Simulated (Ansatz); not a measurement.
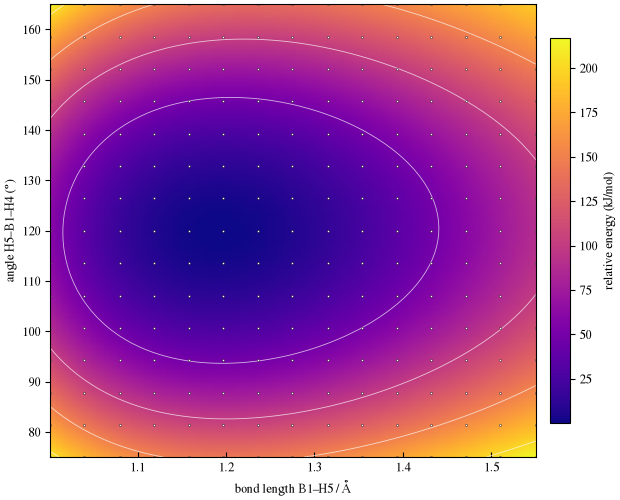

CH2BSi, SMILES BC#[Si], spin multiplicity 2. Coordinates scanned: (1) bond length B1–H5; (2) angle H5–B1–H4. Nothing is relaxed (all other coordinates rigid). The scan uses a 15 × 15 grid. Points are written as (first, second). Energies: kJ/mol, counted from the lowest grid point. Level of theory: UHF/def2-TZVP (Ansatz).

The picture shows a smooth colour map with a few white contour lines, dots at the grid points. Between grid points the surface is interpolated.

The lowest grid point is at (1.197 Å, 120.0°). No other kind of well shows on this grid. The highest grid point, (1.550 Å, 75.0°), lies 217 kJ/mol above the lowest. Round the minimum the two coordinates are nearly uncoupled.

The level of theory is changed to UKS PBE0-D4/def2-TZVP in Ansatz 0.2.0; with it change the reference geometry, relaxed at the new level; the new grid has 15 × 15 points, laid about the new relaxed structure.

Question: What will the new map look like?

Answer: The minimum (interpolated where it lies between grid points) moves from about (1.192 Å, 120°) to about (1.201 Å, 119°). The curvature at the minimum changes by less than a tenth (about 23) eV/Å² along bond length B1–H5 and from about 4.9 to 3.6 eV/rad² along angle H5–B1–H4.

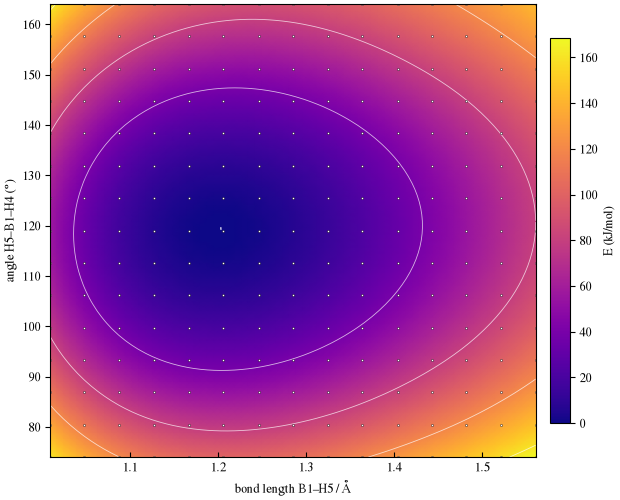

The map after the change, on a colour scale of its own. The picture shows a smooth colour map with a few white contour lines, dots at the grid points. Between grid points the surface is interpolated.
